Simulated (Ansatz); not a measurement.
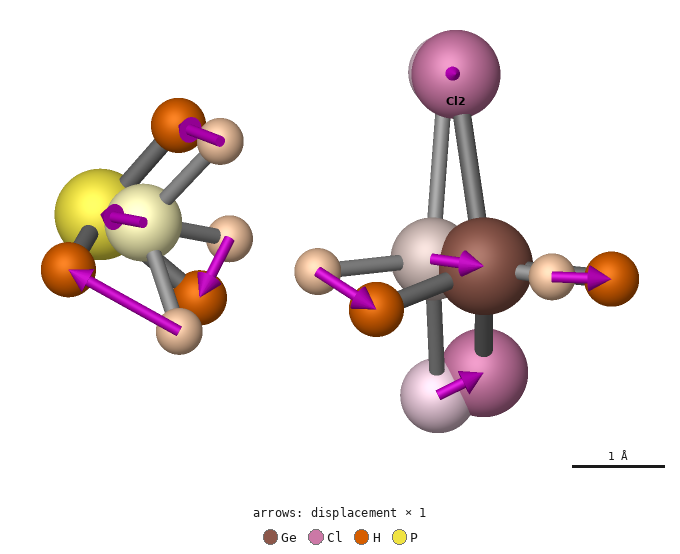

This is a relaxation of GePH5Cl2. The starting structure is drawn faded, the final one solid; purple arrows show the displacements, at their true length. The two geometries are superimposed by the best rigid fit.

A ball-and-stick model, seen at a tilt.

The run prepares an end point of a later path (reaction) calculation, from a guessed geometry.

Computed with RKS B3LYP/def2-SVP (Ansatz 0.2.0).

Input
```yaml
crystal:
  periodic: [false, false, false]
  atoms:
    - { symbol: Ge, position_ang: [0.02327, -0.127501, 0.042448] }
    - { symbol: Cl, position_ang: [-0.040517, -0.484174, 2.2171] }
    - { symbol: Cl, position_ang: [2.022722, -0.448945, -0.731594] }
    - { symbol: H, position_ang: [-0.511861, 1.261655, -0.295721] }
    - { symbol: H, position_ang: [-0.824056, -1.260624, -0.559975] }
    - { symbol: P, position_ang: [1.719828, 2.675878, 1.271139] }
    - { symbol: H, position_ang: [2.593622, 1.560772, 1.42004] }
    - { symbol: H, position_ang: [1.504, 2.448017, -0.11501] }
    - { symbol: H, position_ang: [0.577192, 1.966222, 1.727473] }
basis:
  gaussian: { orbitals: def2-SVP }
hamiltonian:
  xc: b3lyp
relax:
  f_tol: 0.03
  max_steps: 50
output:
  orbitals: {}
```

Command:
```bash
ansatz run input.yaml --threads 4 --pin off --max-ram 5120MiB --backend cpu --events-out ev --progress --plain --runs-dir out
```

Describe the change and its energy.

Answer. After 19 accepted moves (22 points after the start) the energy has fallen by 35.2 kJ/mol. Largest force component: 0.8 eV/Å at the start, 0.0089 eV/Å at the end. The line search rejected the trial steps at points 3, 10, 15 of the run. The forces were under the threshold at step 6, but the run went on from there. The atom that moves furthest after the best rigid fit is H8 (1.38 Å). Largest moves by element: H 1.38 Å, P 0.77 Å, Ge 0.62 Å, Cl 0.59 Å. Some distances before and after: Ge1–P6 3.500 → 4.815 Å, Ge1–Cl2 2.205 → 2.170 Å, Ge1–H4 1.527 → 1.533 Å, P6–H7 1.424 → 1.430 Å. Among the angles between lasting bonds that change: Cl3–Ge1–H4 112.3° → 108.1°, Cl2–Ge1–H5 104.6° → 108.1°, H8–P6–H9 96.4° → 93.2°.

Limits of the set-up: the start holds two separate molecules, 2.3 Å apart at their closest, whose relative position is a soft coordinate and is computed without a dispersion correction.
